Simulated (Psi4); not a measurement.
**GeH3F (GeFH3): B3LYP/cc-pVDZ-DK (sfX2C, sweep point 1)**

What is the vertical singlet–triplet gap of GeH3F (GeFH3) at B3LYP/cc-pVDZ-DK (sfX2C, sweep point 1)? 

The results are computed with Psi4 1.11.

## (1) The system as given

The species is GeH3F (5 atoms), meant as a singlet with charge 0. SMILES: `[H][Ge]([H])([H])[F]`. The shape comes from GFN2-xTB, which is rough for such elements, and wasn't checked as a minimum.

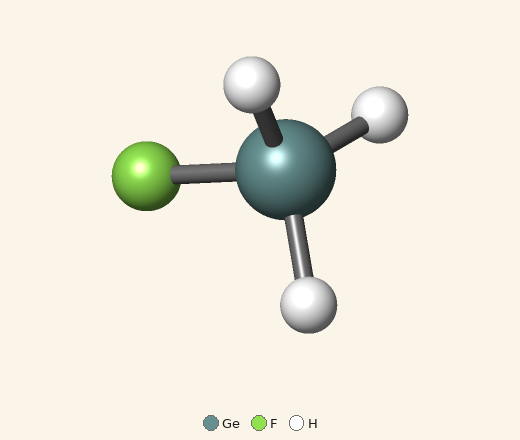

Viewed from a chosen angle; germanium teal, fluorine green, hydrogen white.

## (2) The energy at B3LYP/cc-pVDZ-DK (sfX2C, sweep point 1)

Input file fgeh3.inp:

```
memory 1600 mb

molecule {
  Ge    -0.001260     0.000720    -0.139740
  F      0.010260    -0.018210     1.594920
  H      1.448570     0.011740    -0.494610
  H     -0.731820     1.260740    -0.465520
  H     -0.725750    -1.254990    -0.495050
  symmetry c1
}

set puream true
set scf_type pk
set dft_radial_points 99
set dft_spherical_points 590
set relativistic x2c

e_tot = energy("b3lyp/cc-pVDZ-DK")
```

Command:

```
$ psi4 fgeh3.inp fgeh3.out -n 1
```

fgeh3.out:

```text
[...]
  Running in c1 symmetry.
[...]
  Nuclear repulsion =  128.149118000461129
[...]
  Multiplicity = 1
[...]
  Nalpha       = 22
  Nbeta        = 22
[...]
    Number of basis functions: 56
[...]
    WARNING: The X2C and Dirac Hamiltonians have substatially different eigenvalues!
             This is probably caused by the recontraction of the basis set.
[...]
   @RKS iter   1: -2199.85346300104493   -2.76049e+00   2.03463e-02 ADIIS/DIIS
[...]
   @RKS iter   7: -2200.51289348151840   -4.47471e-08   8.55408e-07 DIIS
[...]
    Orbital Energies [Eh]
    ---------------------
    Doubly Occupied:
       1A   -404.156068     2A    -51.046196     3A    -44.602602
       4A    -44.601530     5A    -44.601526     6A    -24.667862
       7A     -6.449616     8A     -4.466000     9A     -4.461618
      10A     -4.461610    11A     -1.226965    12A     -1.207731
      13A     -1.207726    14A     -1.204427    15A     -1.204412
      16A     -1.115462    17A     -0.587728    18A     -0.408712
      19A     -0.407035    20A     -0.406888    21A     -0.336772
      22A     -0.336561
[...]
  @RKS Final Energy: -2200.51289348151840
   => Energetics <=
    Nuclear Repulsion Energy =            128.1491180004611294
    One-Electron Energy =               -3318.8296499577900249
    Two-Electron Energy =                1064.1833714546337433
    DFT Exchange-Correlation Energy =     -74.0157329788229674
    Empirical Dispersion Energy =           0.0000000000000000
    VV10 Nonlocal Energy =                  0.0000000000000000
    Total Energy =                      -2200.5128934815184039
[...]
 Multipole Moments:
 ------------------------------------------------------------------------------------
     Multipole            Electronic (a.u.)      Nuclear  (a.u.)        Total (a.u.)
 ------------------------------------------------------------------------------------
 L = 1.  Multiply by 2.5417464519 to convert [e a0] to [Debye]
 Dipole X            :         -0.0077679            0.0009478           -0.0068201
 Dipole Y            :          0.0029837            0.0053050            0.0082887
 Dipole Z            :         -0.8072350           -0.1113019           -0.9185368
 Magnitude           :                                                    0.9185996
[...]
```

It took 8.7 s on 1 thread of Intel Xeon Platinum 8559C (Emerald Rapids), shared host; peak memory 0.84 GiB.

## (3) The triplet

Input file job.in:

```
memory 1600 mb

molecule molecule1 {
  0 3
  Ge    -0.001260     0.000720    -0.139740
  F      0.010260    -0.018210     1.594920
  H      1.448570     0.011740    -0.494610
  H     -0.731820     1.260740    -0.465520
  H     -0.725750    -1.254990    -0.495050
  units angstrom
  symmetry c1
}

set {
  basis                cc-pVDZ-DK
  reference            uks
  puream               true
  scf_type             pk
  dft_radial_points    99
  dft_spherical_points 590
  maxiter              150
  relativistic         x2c
}

energy('b3lyp')
```

Command:

```
$ psi4 -n 1 job.in job.out
```

job.out:

```text
[...]
  Running in c1 symmetry.
[...]
  Nuclear repulsion =  128.149118000461129
[...]
  Multiplicity = 3
[...]
  Nalpha       = 23
  Nbeta        = 21
[...]
    Number of basis functions: 56
[...]
    WARNING: The X2C and Dirac Hamiltonians have substatially different eigenvalues!
             This is probably caused by the recontraction of the basis set.
[...]
   @UKS iter   1: -2199.44568757824936   -2.35271e+00   2.14104e-02 DIIS/ADIIS
[...]
   @UKS iter  19: -2200.24127640949746   -4.58895e-08   4.35175e-07 DIIS
[...]
   @S^2 Observed:                2.008771813E+00
[...]
    Orbital Energies [Eh]
    ---------------------
    Alpha Occupied:
       1A   -404.163617     2A    -51.054037     3A    -44.610940
       4A    -44.609685     5A    -44.608968     6A    -24.759570
       7A     -6.458737     8A     -4.476200     9A     -4.471389
      10A     -4.469446    11A     -1.256933    12A     -1.220489
      13A     -1.218287    14A     -1.215686    15A     -1.211752
      16A     -1.179390    17A     -0.629850    18A     -0.496782
      19A     -0.478674    20A     -0.459186    21A     -0.419324
      22A     -0.365384    23A     -0.081219
    Alpha Virtual:
      24A      0.012188    25A      0.048798    26A      0.056121
[...]
  @UKS Final Energy: -2200.24127640949746
   => Energetics <=
    Nuclear Repulsion Energy =            128.1491180004611294
    One-Electron Energy =               -3317.6245904334678016
    Two-Electron Energy =                1063.1588950674429270
    DFT Exchange-Correlation Energy =     -73.9246990439335434
    Empirical Dispersion Energy =           0.0000000000000000
    VV10 Nonlocal Energy =                  0.0000000000000000
    Total Energy =                      -2200.2412764094974591
[...]
 Multipole Moments:
 ------------------------------------------------------------------------------------
     Multipole            Electronic (a.u.)      Nuclear  (a.u.)        Total (a.u.)
 ------------------------------------------------------------------------------------
 L = 1.  Multiply by 2.5417464519 to convert [e a0] to [Debye]
 Dipole X            :          0.1859224            0.0009478            0.1868702
 Dipole Y            :          0.3182897            0.0053050            0.3235948
 Dipole Z            :         -0.1373097           -0.1113019           -0.2486116
 Magnitude           :                                                    0.4488226
[...]
```

It took 17 s on 1 thread of Intel Xeon Platinum 8559C (Emerald Rapids), shared host; peak memory 0.85 GiB.

## (4) What came out

At B3LYP/cc-pVDZ-DK (sfX2C, sweep point 1):

```
                                        quantity           value
                           singlet: total energy  -2200.51289 Eh
                          singlet: dipole moment          2.33 D
                            singlet: HOMO energy        -9.16 eV
                            singlet: LUMO energy        -0.20 eV
                          singlet: HOMO–LUMO gap         8.96 eV
                           triplet: total energy  -2200.24128 Eh
                          triplet: dipole moment          1.14 D
     triplet: HOMO energy (highest over α and β)        -2.21 eV
                                   triplet: ⟨S²⟩           2.009
vertical energy of the triplet above the singlet        7.391 eV
```

In words: At this shape the triplet lies 7.39 eV (170 kcal/mol) above the singlet.
